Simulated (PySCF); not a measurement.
The calculation's input:

```
{"job": {"kind": "nmr", "xc": "PBE0", "basis": "pcSseg-1"}, "charge": 0, "multiplicity": 1}
C     -3.724801     0.336875     0.117349
C     -2.578575    -0.076310    -0.401961
Si    -0.866970     0.301705     0.281057
Si     0.512792    -1.623584     0.452963
Si     2.027190    -0.642344    -1.090742
P      3.993848    -0.186576    -0.106423
Si     0.582950     1.237231    -1.351996
H     -3.751184     0.947032     1.005803
H     -4.684699     0.092079    -0.311888
H     -2.613215    -0.688106    -1.296192
H     -1.107967     1.099915     1.497587
H      1.019043    -1.966731     1.787339
H     -0.108909    -2.872905    -0.004645
H      2.474868    -1.398915    -2.276282
H      3.420787     0.472831     0.962932
H      4.201463     0.996760    -0.783235
H      0.026598     1.423362    -2.698873
H      1.168023     2.554000    -1.059209
```

Run with:

```sh
OMP_NUM_THREADS=1 python probes_run.py task.json out
```

Geometry: GFN2-xTB.

Theory: PBE0/pcSseg-1, SCF density, gas phase, non-relativistic in PySCF.

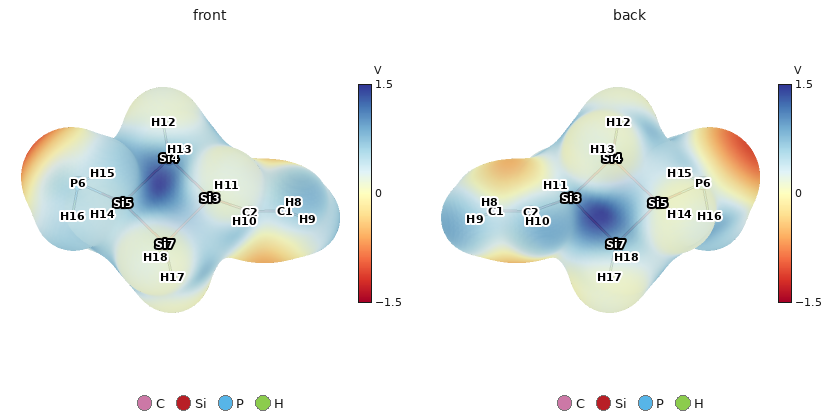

C2H11PSi4. The molecular electrostatic potential painted on the density surface at 0.002 e/bohr³, seen from the front and from behind; the colour scale runs from red (negative) to blue (positive).

Q: Where is the surface potential most negative and most positive?

A: The most negative region (about −1.0 V) lies over P6, the most positive (about +1.4 V) over Si3, Si4, Si5 and Si7.

Q: How polar is the molecule by this calculation?

A: Its dipole moment is 1.58 D.
